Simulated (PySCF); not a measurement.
**One shape, several levels: VN2H4SF (SMILES [NH2][V]([NH2])([F])=[S])**

Aim: a comparison of 3 runs (HF/STO-3G, CAM-B3LYP/def2-SVP, CCSD(T)/6-31G*) of VN2H4SF. Input form: a Python script.

Program for the calculation: PySCF 2.14.0.

## 1. The structure to begin with

VN2H4SF has 9 atoms, charge 0, and is taken as a singlet. As SMILES, `[NH2][V]([NH2])([F])=[S]`. The shape is that of a PBE0-D4/def2-TZVP optimisation. This is one conformer, not always the lowest.

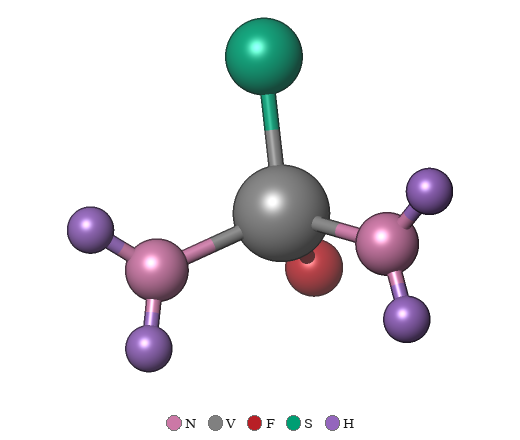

The structure, seen from a chosen angle (nitrogen pink, vanadium grey, fluorine red, sulfur teal, hydrogen purple).

## 2. Energy and forces at HF/STO-3G (run 1)

Input file run.py:

```python
import pyscf.grad
from pyscf import gto

molecule = gto.M(
    atom='''
N     -2.247640     1.482868    -1.135914
V      0.785748    -0.089006    -0.860014
N      1.189016    -1.520663     2.227420
F      0.904612    -2.484612    -3.117670
S      3.470293     2.529776    -1.265739
H     -3.892458     0.557091    -0.831857
H     -2.527131     3.339146    -1.456790
H      2.522406    -1.075821     3.512056
H     -0.037606    -2.826274     2.895816
''',
    basis='sto-3g',
    spin=0,
    charge=0,
    verbose=3,
    unit='bohr',
    max_memory=1860,
)

mf = molecule.RHF()
mf.conv_tol = 1e-10
mf.kernel()
if not mf.converged:
    mf = mf.newton().run(mf.mo_coeff, mf.mo_occ)

etot = mf.e_tot
print(f'total energy: {etot:.8f} hartree')
grad = mf.Gradients().kernel()
dip = mf.dip_moment()
pop, q = mf.mulliken_pop()
```

Started as:

```sh
OMP_NUM_THREADS=1 python run.py
```

The program printed:

```text
converged SCF energy = -1534.31633030802
total energy: -1534.31633031 hartree
--------------- RHF gradients ---------------
         x                y                z
0 N    -0.0553378709     0.0379589838    -0.0040862615
1 V    -0.0346885145     0.0057092617     0.0404564913
2 N     0.0129191052    -0.0213694626     0.0625328440
3 F     0.0055470783    -0.0805030457    -0.0774555738
4 S     0.0558070325     0.0596183950    -0.0038265967
5 H     0.0113122245     0.0000589899    -0.0006537775
6 H     0.0059428839    -0.0088656652     0.0009247639
7 H    -0.0047867503     0.0004165833    -0.0096443148
8 H     0.0032848115     0.0069759598    -0.0082475749
----------------------------------------------
Dipole moment(X, Y, Z, Debye): -2.41662, -0.94044,  1.64800
 ** Mulliken pop  **
pop of  0 N 1s            1.99497
pop of  0 N 2s            1.52796
pop of  0 N 2px           1.18605
pop of  0 N 2py           1.12553
pop of  0 N 2pz           1.74503
pop of  1 V 1s            1.99994
pop of  1 V 2s            1.99753
pop of  1 V 3s            2.01471
pop of  1 V 4s            0.60595
pop of  1 V 2px           1.99846
pop of  1 V 2py           1.99847
pop of  1 V 2pz           1.99861
pop of  1 V 3px           1.97954
pop of  1 V 3py           1.98094
pop of  1 V 3pz           1.98545
pop of  1 V 4px           0.39209
pop of  1 V 4py           0.38316
pop of  1 V 4pz           0.46054
pop of  1 V 3dxy          0.53079
pop of  1 V 3dyz          0.49325
pop of  1 V 3dz^2         0.43766
pop of  1 V 3dxz          0.33662
pop of  1 V 3dx2-y2       0.48278
pop of  2 N 1s            1.99497
pop of  2 N 2s            1.52791
pop of  2 N 2px           1.30280
pop of  2 N 2py           1.45278
pop of  2 N 2pz           1.30110
pop of  3 F 1s            1.99891
pop of  3 F 2s            1.94529
pop of  3 F 2px           1.84998
pop of  3 F 2py           1.71854
pop of  3 F 2pz           1.74358
pop of  4 S 1s            1.99991
pop of  4 S 2s            1.99750
pop of  4 S 3s            1.92294
pop of  4 S 2px           1.98677
pop of  4 S 2py           1.98681
pop of  4 S 2pz           1.99071
pop of  4 S 3px           1.39489
pop of  4 S 3py           1.39018
pop of  4 S 3pz           1.51801
pop of  5 H 1s            0.83921
pop of  6 H 1s            0.82110
pop of  7 H 1s            0.82086
pop of  8 H 1s            0.83924
 ** Mulliken atomic charges  **
charge of    0N =     -0.57954
charge of    1V =      0.92353
charge of    2N =     -0.57957
charge of    3F =     -0.25630
charge of    4S =     -0.18772
charge of    5H =      0.16079
charge of    6H =      0.17890
charge of    7H =      0.17914
charge of    8H =      0.16076
```

Run time: 4.2 s. Hardware: 1 thread of Intel Xeon at 2.70GHz, shared host; peak memory 0.12 GiB.

## 3. Energy and forces at CAM-B3LYP/def2-SVP (run 2)

Input file mol.xyz:

```xyz
9
FH4N2SV
N     -1.189400     0.784700    -0.601100
V      0.415800    -0.047100    -0.455100
N      0.629200    -0.804700     1.178700
F      0.478700    -1.314800    -1.649800
S      1.836400     1.338700    -0.669800
H     -2.059800     0.294800    -0.440200
H     -1.337300     1.767000    -0.770900
H      1.334800    -0.569300     1.858500
H     -0.019900    -1.495600     1.532400
```

Input file run.py:

```python
# [NH2][V]([NH2])([F])=[S]
import pyscf.grad
from pyscf import gto, dft

system = gto.M(
    atom='mol.xyz',
    basis='def2-svp',
    charge=0,
    verbose=4,
    max_memory=1860,
)

mf = dft.RKS(system, xc='cam-b3lyp')
mf.grids.level = 5
mf.conv_tol = 1e-10
mf.kernel()
if not mf.converged:
    mf = mf.newton().run(mf.mo_coeff, mf.mo_occ)

etot = mf.e_tot
print(f'total energy: {etot:.8f} hartree')
grad = mf.Gradients().kernel()
dip = mf.dip_moment()
pop, q = mf.mulliken_pop()
```

Started as:

```sh
OMP_NUM_THREADS=1 python run.py
```

The program printed:

```text
PySCF version 2.14.0

[... 89 lines left out ...]
converged SCF energy = -1553.62667376914
total energy: -1553.62667377 hartree
[... 12 lines left out ...]
Dipole moment(X, Y, Z, Debye): -2.59491,  0.16173,  2.81820
[... 121 lines left out ...]
charge of    8H =      0.13333
```

Run time: 2.4 min. Hardware: 1 thread of Intel Xeon at 2.70GHz, shared host; peak memory 1.1 GiB.

## 4. A single-point energy at CCSD(T)/6-31G(d) (spherical functions) (run 3)

Input file run.py:

```python
from pyscf import gto, cc

mol = gto.Mole()
mol.atom = '''
N       -1.189400       0.784700      -0.601100
V        0.415800      -0.047100      -0.455100
N        0.629200      -0.804700       1.178700
F        0.478700      -1.314800      -1.649800
S        1.836400       1.338700      -0.669800
H       -2.059800       0.294800      -0.440200
H       -1.337300       1.767000      -0.770900
H        1.334800      -0.569300       1.858500
H       -0.019900      -1.495600       1.532400
'''
mol.max_memory = 1860
mol.basis = '6-31g*'
mol.charge = 0
mol.verbose = 4
mol.build()

myscf = mol.RHF()
myscf.conv_tol = 1e-10
myscf.kernel()
if not myscf.converged:
    myscf = myscf.newton().run(myscf.mo_coeff, myscf.mo_occ)

mycc = cc.CCSD(myscf, frozen=13)
mycc.kernel()
e_t = mycc.ccsd_t()
energy = mycc.e_tot + e_t
print('E = %.10f Eh' % energy)
myscf.analyze()
```

Started as:

```sh
OMP_NUM_THREADS=1 python run.py
```

The program printed:

```text
PySCF version 2.14.0

[... 134 lines left out ...]
Two-electron Energy =                  980.870623968692257
[... 14 lines left out ...]
MO #11  energy= -6.63061136222119  occ= 2
[... 12 lines left out ...]
MO #24  energy= -0.647446649837204 occ= 2
[... 12 lines left out ...]
MO #37  energy= 0.0831492723970992 occ= 0
[... 12 lines left out ...]
MO #50  energy= 0.46737560190994   occ= 0
[... 12 lines left out ...]
MO #63  energy= 1.07242697751828   occ= 0
[... 12 lines left out ...]
MO #76  energy= 1.64105840543536   occ= 0
[... 12 lines left out ...]
MO #89  energy= 2.20265478501652   occ= 0
[... 12 lines left out ...]
MO #102 energy= 2.96576043665749   occ= 0
[... 114 lines left out ...]
Dipole moment(X, Y, Z, Debye): -2.90879, -0.03286,  2.96476
```

Run time: 2 min. Hardware: 1 thread of Intel Xeon at 2.70GHz, shared host; peak memory 0.74 GiB.

## 5. All runs side by side

```tsv
run	level	integration grid	task	energy (Eh)	dipole moment (D) of the reference	HOMO energy (eV)	LUMO energy (eV)	wall time
1	HF/STO-3G	–	gradient	-1534.316330	3.07	-6.52	6.34	4.2 s
2	CAM-B3LYP/def2-SVP	5	gradient	-1553.626674	3.83	-8.85	-1.37	2.4 min
3	CCSD(T)/6-31G* (spherical functions)	–	energy	-1552.088571	4.15	-10.64	0.91	2 min
```

## 6. What came out

```
                                           quantity           value
                                run 3: total energy  -1552.08857 Eh
        run 3: dipole moment (Hartree–Fock density)          4.15 D
         run 3: HOMO energy (Hartree–Fock orbitals)       -10.64 eV
         run 3: LUMO energy (Hartree–Fock orbitals)         0.91 eV
       run 3: HOMO–LUMO gap (Hartree–Fock orbitals)        11.55 eV
run 3: correlation energy (13 core orbitals frozen)     -1147.3 mEh
                              run 3: (T) correction      -78.87 mEh
                               run 3: T1 diagnostic           0.036
```

What this shows: In run 3 the T1 diagnostic is large, so a single reference may not serve. In run 1 the basis is minimal, so the values are rough. All runs together took 4.4 min, the longest 2.4 min.
